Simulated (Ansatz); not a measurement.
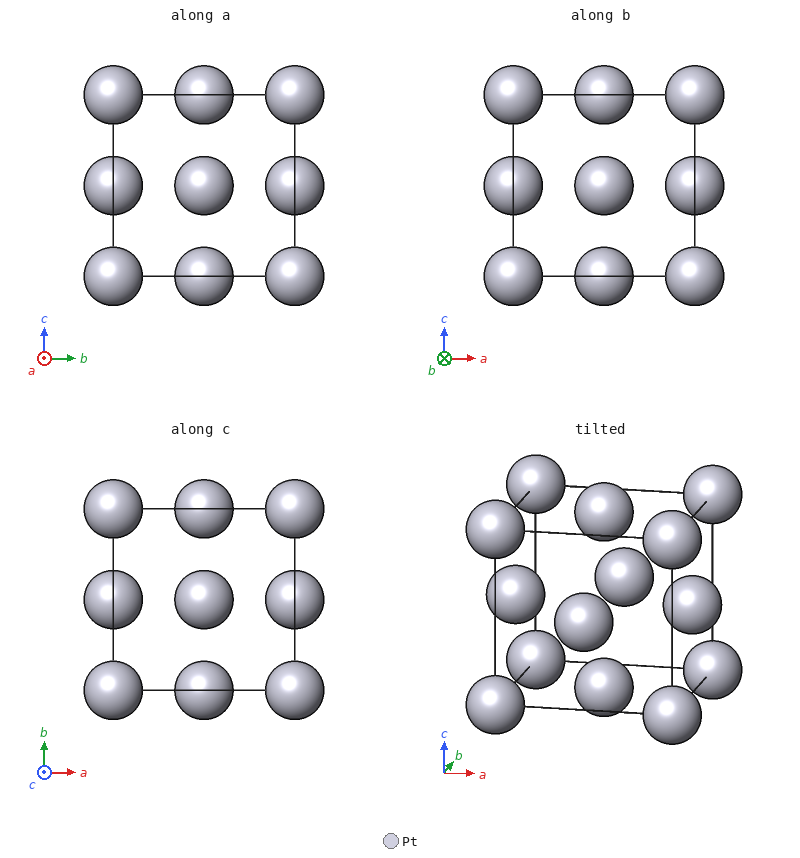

Crystal structure, spheres-only style, seen along the a axis, along the b axis, along the c axis and slightly off an axis. The edges of the conventional unit cell are marked.

Lattice parameters: a = 3.9200 Å, b = 3.9200 Å, c = 3.9200 Å, α = 90.000°, β = 90.000°, γ = 90.000°.

Set out the cell and atoms as a CIF in P1 with every atom of the cell.

Answer.
```cif
data_structure
_symmetry_space_group_name_H-M 'P 1'
_symmetry_Int_Tables_number 1
_cell_length_a 3.9200
_cell_length_b 3.9200
_cell_length_c 3.9200
_cell_angle_alpha 90.000
_cell_angle_beta 90.000
_cell_angle_gamma 90.000
_cell_volume 60.24
loop_
_atom_site_label
_atom_site_type_symbol
_atom_site_fract_x
_atom_site_fract_y
_atom_site_fract_z
_atom_site_occupancy
Pt1 Pt 0.0000 0.0000 0.0000 1
Pt2 Pt 0.0000 0.5000 0.5000 1
Pt3 Pt 0.5000 0.0000 0.5000 1
Pt4 Pt 0.5000 0.5000 0.0000 1
```

The initial geometry was the standard structure of this element. Earlier steps of the study, as a rule a relaxation of our own, may have changed the cell and positions, so they can lie some per cent off the listed ones. It went into a calculation with Ansatz.

At this level of theory the run's own cell isn't at rest (compressed, at 4 GPa), so its distances can differ from those at equilibrium, the more so the softer the solid.
